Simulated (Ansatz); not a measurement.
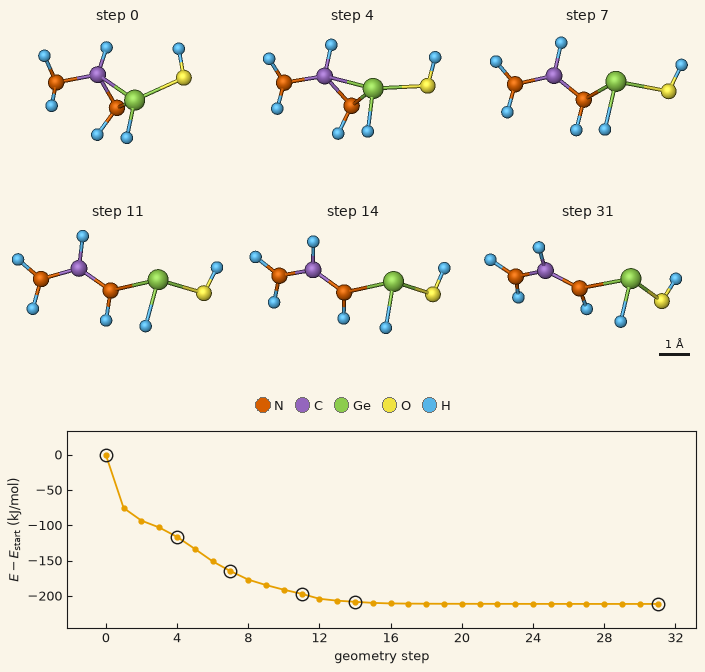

Frames of a relaxation of CH$_{6}$GeN$_{2}$O, marked on the history of the run. The picture is a ball-and-stick view, seen at a tilt.

The run prepares an end point of a later path (hydrogen shift) calculation, from a guessed geometry.

The calculation used RKS PBE-D4/def2-SVP in Ansatz.

Input
```yaml
crystal:
  periodic: [false, false, false]
  atoms:
    - { symbol: "N", position_ang: [-0.9316, 0.4635, 1.4598] }
    - { symbol: C, position_ang: [-0.5569, -0.429, 0.4023] }
    - { symbol: "N", position_ang: [0.7351, -0.9095, 0.5802] }
    - { symbol: Ge, position_ang: [0.7198, 0.3163, -0.9065] }
    - { symbol: O, position_ang: [0.764, -0.6516, -2.4318] }
    - { symbol: H, position_ang: [-1.916, 0.8929, 1.1633] }
    - { symbol: H, position_ang: [-0.3119, 1.3362, 1.4936] }
    - { symbol: H, position_ang: [-1.2332, -1.1983, 0.0912] }
    - { symbol: H, position_ang: [1.2562, -0.3696, 1.4007] }
    - { symbol: H, position_ang: [1.7213, 1.3987, -0.6375] }
    - { symbol: H, position_ang: [-0.1814, -0.9066, -2.5947] }
basis:
  gaussian: { orbitals: def2-SVP }
hamiltonian:
  xc: pbe
  dispersion: d4
relax:
  f_tol: 0.02
  max_steps: 50
output:
  orbitals: {}
```

Launched with:
```bash
ansatz run input.yaml --threads 2 --pin off --max-ram 3072MiB --backend cpu --events-out ev --progress --plain --runs-dir out
```

What happens along the run?

Over 31 geometry steps the energy falls by 211.5 kJ/mol. The largest force component goes from 3.8 to 0.016 eV/Å. The forces were under the threshold at step 28, but the run went on from there. H8 moves most after the best rigid fit: 2.24 Å. Largest moves by element: H 2.24 Å, N 1.33 Å, Ge 1.23 Å, O 1.17 Å, C 0.95 Å. Among the contacts that change: N1–Ge4 2.889 → 4.448 Å, C2–Ge4 1.974 → 3.162 Å, N3–Ge4 1.927 → 2.148 Å, Ge4–H10 1.499 → 1.620 Å. Bonds break, among them: C2–Ge4 (1.97 → 3.16 Å). Among the angles between lasting bonds that change: C2–N3–Ge4 71.0° → 132.0°, O5–Ge4–H10 121.5° → 93.5°, N3–Ge4–H10 108.4° → 86.5°. Cost: 71 s on 2 threads of AMD EPYC 7R43 64-Core Processor (Zen 3), on a shared host, peak memory 0.17 GiB. From step 0 to 4: H11 moves most (0.78 Å), energy −116.5 kJ/mol. From step 4 to 7: Ge and H atoms move most (0.48 Å), energy −48.5 kJ/mol. From step 7 to 11: H7 moves most (0.70 Å), energy −32.2 kJ/mol. From step 11 to 14: H7 moves most (0.50 Å), energy −11.3 kJ/mol. From step 14 to 31: H8 moves most (0.49 Å), energy −3.03 kJ/mol.

```tsv
step	E − E(0), kJ/mol	largest force component, eV/Å
0	0.00	3.8168
1	-75.55	0.9488
2	-93.46	0.7801
3	-103.14	0.8729
4	-116.46	0.9256
5	-133.49	1.1527
6	-151.16	1.3225
7	-164.97	1.1715
8	-177.05	0.7541
9	-184.78	0.8746
10	-191.37	0.4196
11	-197.16	0.4644
12	-204.21	0.3312
13	-206.88	0.3820
14	-208.49	0.6369
16	-210.81	0.1475
17	-211.05	0.0961
18	-211.21	0.0702
19	-211.28	0.0651
20	-211.33	0.0515
21	-211.37	0.0516
22	-211.39	0.0482
23	-211.42	0.0322
24	-211.45	0.0373
25	-211.46	0.0503
27	-211.49	0.0338
28	-211.51	0.0187
29	-211.51	0.0318
30	-211.52	0.0248
31	-211.52	0.0159
```
